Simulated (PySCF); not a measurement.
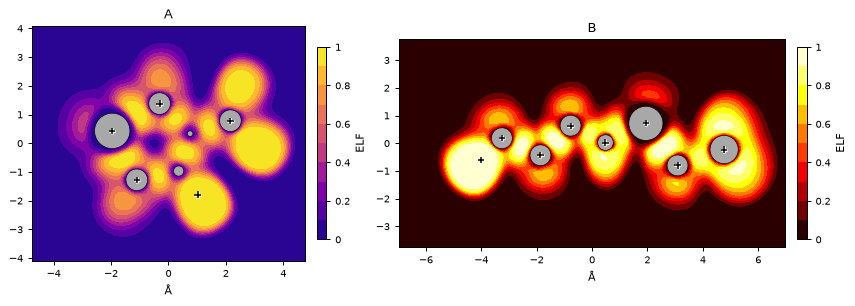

The electron localisation function of 2 systems, each on a plane through atoms (crosses mark nuclei in the plane; grey discs cover the cores).

Theory: PBE0/def2-SVPD, SCF density, gas phase in PySCF 2.14.0.

System 1: C₅H₁₂Si (SMILES C[C@H]1CC[SiH2]C1), the plane of atoms C4, Si5 and C6. Geometry: GFN2-xTB.

```xyz
18

C     2.1345   -0.4147   -0.3072
C     0.6313   -0.2199   -0.4686
C    -0.1687   -1.0501    0.5371
C    -1.6497   -0.6939    0.3908
Si   -1.6570    1.1843    0.0669
C     0.2146    1.2444   -0.2815
H     2.4492   -0.1239    0.6938
H     2.4067   -1.4572   -0.4617
H     2.6788    0.1929   -1.0276
H     0.3425   -0.5365   -1.4775
H     0.1693   -0.7974    1.5451
H     0.0022   -2.1186    0.3868
H    -2.0736   -1.2328   -0.4578
H    -2.2118   -1.0018    1.2705
H    -2.0425    1.9744    1.2402
H    -2.4810    1.5563   -1.0868
H     0.4954    1.8411   -1.1478
H     0.7509    1.6597    0.5736
```

System 2: C₄H₁₁ClOSi (SMILES CCCO[SiH2]CCl), the plane of atoms C2, C3 and O4. Geometry: GFN2-xTB.

```yaml
atoms:
  - { symbol: C, position_ang: [2.8006, 0.9968, -1.2189] }
  - { symbol: C, position_ang: [1.3882, 1.1045, -0.6608] }
  - { symbol: C, position_ang: [0.7865, -0.2693, -0.3871] }
  - { symbol: O, position_ang: [-0.5111, -0.1216, 0.1232] }
  - { symbol: Si, position_ang: [-1.5585, -1.2664, 0.5681] }
  - { symbol: C, position_ang: [-3.0446, -0.2247, 1.1326] }
  - { symbol: Cl, position_ang: [-4.3265, -1.3335, 1.6689] }
  - { symbol: H, position_ang: [3.4508, 0.4823, -0.5153] }
  - { symbol: H, position_ang: [3.2079, 1.9867, -1.4053] }
  - { symbol: H, position_ang: [2.8014, 0.4417, -2.1538] }
  - { symbol: H, position_ang: [1.3953, 1.6720, 0.2711] }
  - { symbol: H, position_ang: [0.7440, 1.6301, -1.3675] }
  - { symbol: H, position_ang: [0.7492, -0.8590, -1.3103] }
  - { symbol: H, position_ang: [1.4013, -0.8180, 0.3359] }
  - { symbol: H, position_ang: [-1.9428, -2.1377, -0.5451] }
  - { symbol: H, position_ang: [-1.0591, -2.0820, 1.6778] }
  - { symbol: H, position_ang: [-2.8203, 0.4222, 1.9766] }
  - { symbol: H, position_ang: [-3.4711, 0.3824, 0.3384] }
```

Q: Which map belongs to which system?

A: Panel A is system 1, C₅H₁₂Si: the plane holds C, Si and H. C–Si (1.90 Å): the ELF peaks at about 0.95 between the atoms, as expected for localised, covalent bonding. Panel B is system 2, C₄H₁₁ClOSi: the plane holds C, O, Si, Cl and H. C–O (1.40 Å): the ELF peaks at about 0.90 between the atoms (a polar covalent bond).
